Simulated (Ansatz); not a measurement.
The calculation's input:

```
crystal:
  periodic: [false, false, false]
  atoms:
    - {symbol: Si, position_ang: [-0.850622, 0.662208, -0.475295]}
    - {symbol: Si, position_ang: [0.813745, -1.267223, -0.898042]}
    - {symbol: Cl, position_ang: [-1.817936, -0.549585, -1.964832]}
    - {symbol: Cl, position_ang: [-2.565739, 0.852717, 0.702670]}
    - {symbol: O, position_ang: [-0.520444, 1.868509, -1.538363]}
    - {symbol: H, position_ang: [0.230647, 0.150968, 1.833307]}
    - {symbol: O, position_ang: [0.189700, 1.293312, 0.833043]}
    - {symbol: H, position_ang: [0.024577, -0.918868, 0.719504]}
    - {symbol: O, position_ang: [0.108332, -0.861163, 1.973872]}
    - {symbol: H, position_ang: [2.074675, -1.460798, -0.104505]}
    - {symbol: H, position_ang: [0.253564, -2.601288, -1.201560]}
    - {symbol: H, position_ang: [1.200583, -0.500992, -2.105542]}
    - {symbol: H, position_ang: [0.116491, 2.506639, -1.209173]}
    - {symbol: H, position_ang: [-0.220395, 2.071115, 1.228220]}
    - {symbol: H, position_ang: [0.962921, -1.245550, 2.206595]}
basis:
  gaussian: {orbitals: def2-TZVPP}
hamiltonian: {xc: pbe0, dispersion: d4}
output: {orbitals: {seedname: orbitals}}
```

Run with:

```sh
ansatz run in.yaml --threads 4 --pin off --events-out ev --progress --plain --max-ram 66560MiB --backend cuda --devices 0, --max-vram 37GiB
```

A transition-state structure; geometry: PBE0-D4/def2-TZVP.

Computed with Ansatz, RKS PBE0-D4/def2-TZVPP.

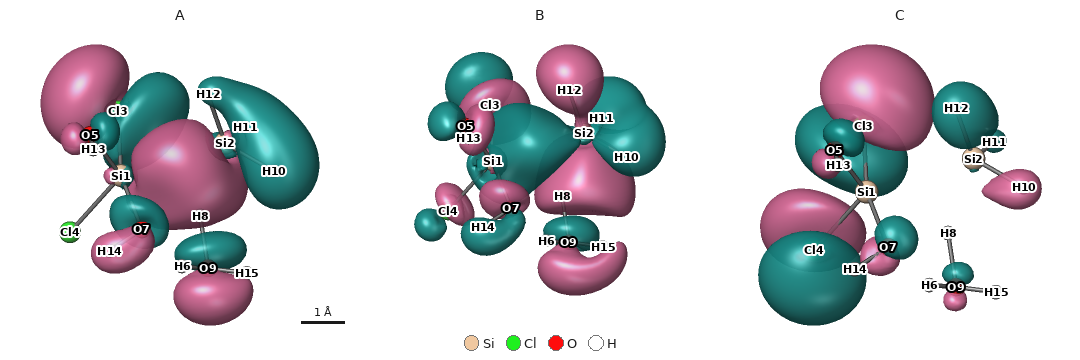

Cl₂H₂O₂Si···H₃Si···H₃O. Three frontier orbitals at ±0.06 Å⁻³ᐟ² (teal and pink are the two phases), in no order.

Order the three orbitals by energy and name them.

C is the HOMO−1 (−8.05 eV). Its weight (Hirshfeld) is mainly on Cl3 (about 55 %) and Cl4 (about 30 %). A is the HOMO (−7.59 eV). By Hirshfeld shares it lies mainly on Cl3 (about 35 %), Si2 (about 20 %), Si1 (about 10 %), O9 (about 10 %) and H8 (about 5 %). B is the LUMO (−1.12 eV). Its weight (Hirshfeld) is mainly on Si2 (about 25 %), Si1 (about 20 %), H8 (about 10 %), Cl3 (about 10 %) and O9 (about 10 %).

What is the HOMO–LUMO gap?

6.47 eV between the orbital energies.
